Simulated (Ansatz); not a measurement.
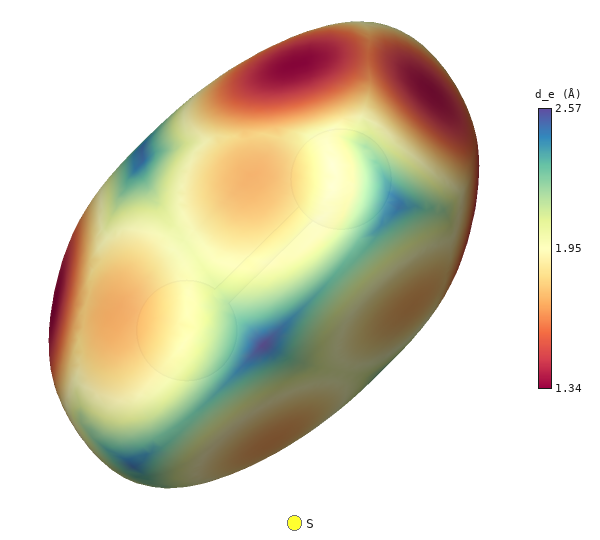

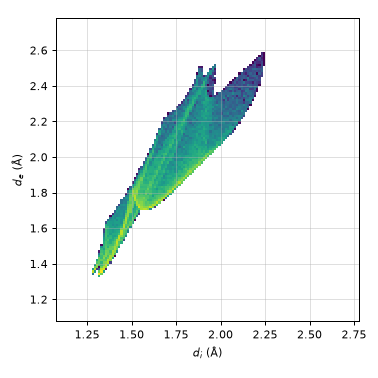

Hirshfeld surface computed for one S2 unit (covalently bonded non-metal atoms) in HfS4 (P4/mmm), coloured by d_e. The second picture is its fingerprint plot, coloured by area on a logarithmic scale (dark little, yellow much).

The surface is where the fragment's share of the procrystal density (the sum of the densities of spherically averaged neutral Hartree-Fock atoms) equals one half. d_i and d_e are the distances from the surface to the nearest nucleus inside and outside. From Rb on the atoms have core potentials, so only their outer electrons count.

Source of the atomic positions: coordinates from a relaxation with DFT PBE, scalar-relativistic, plane waves, PAW in Ansatz 0.2.0; the starting structure was generated, so it need not be a known form of this composition.

```yaml
crystal:
  lattice:
    - [4.61000, 0.00000, 0.00000]
    - [0.00000, 4.61000, 0.00000]
    - [0.00000, 0.00000, 4.85385]
  atoms:
    - { symbol: Hf, position: [0.00000, 0.00000, 0.00000] }
    - { symbol: S, position: [0.00000, 0.50000, 0.27070] }
    - { symbol: S, position: [0.50000, 0.00000, 0.27070] }
    - { symbol: S, position: [0.00000, 0.50000, 0.72930] }
    - { symbol: S, position: [0.50000, 0.00000, 0.72930] }
```

Q: What is the shortest distance from the fragment to an atom outside it?

A: S–S, 2.63 Å.

Q: How is the surface shared among contacts (nearest atom inside ··· nearest atom outside)?

A: S···S 70 %, S···Hf 30 %. The surface faces 14 neighbours with more than 2 % of its area each: 10 S + 4 Hf.

Q: Give the size and shape of the surface.

A: It encloses about 34.2 Å³, has an area of about 54 Å² and a globularity of 0.94 (1 for a sphere).

Q: Where does the fingerprint reach closest to the origin?

A: The smallest d_i + d_e is about 2.6 Å, which belongs to the shortest contact, S···S at 2.63 Å; d_e runs from 1.34 to 2.57 Å.
